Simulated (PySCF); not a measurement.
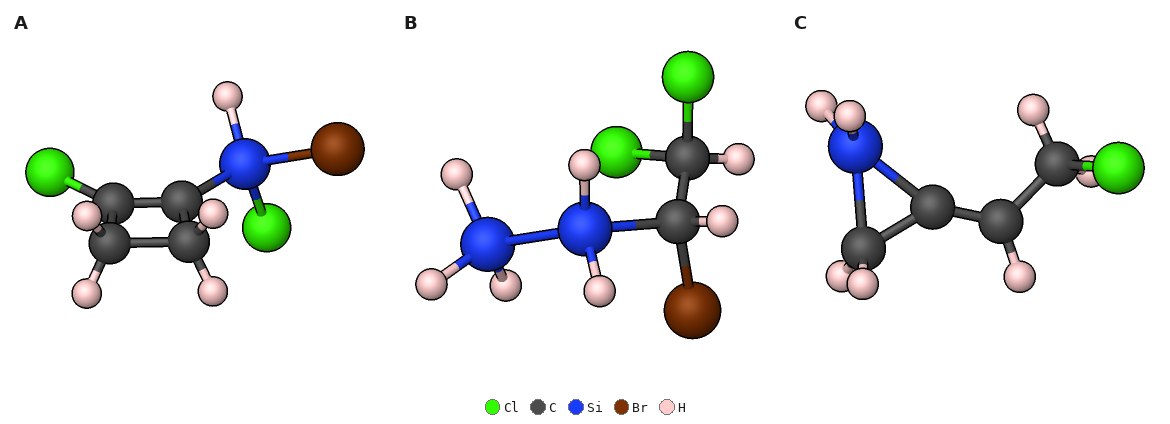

The picture comes from a calculation with PySCF.

```xyz
14
charge 0, multiplicity 1
Si    2.1140    0.4938    0.6445
Si    0.5817    0.2198   -1.0706
C    -1.0185   -0.7351   -0.5448
Br   -0.4847   -2.4989    0.1201
C    -1.8725   -0.0795    0.5021
Cl   -2.5728    1.4076   -0.1832
Cl   -0.9320    0.3424    1.9537
H     3.4460    0.5736    0.0369
H     1.8821    1.7446    1.3700
H     2.1197   -0.6113    1.6020
H     1.0385   -0.6408   -2.1705
H     0.0526    1.4305   -1.7076
H    -1.6481   -0.9436   -1.4113
H    -2.7068   -0.7034    0.8366
```

Which picture belongs to the input above?

B. The file holds C2H7BrCl2Si2, `[SiH3][SiH2][C@@H](Br)C(Cl)Cl`.
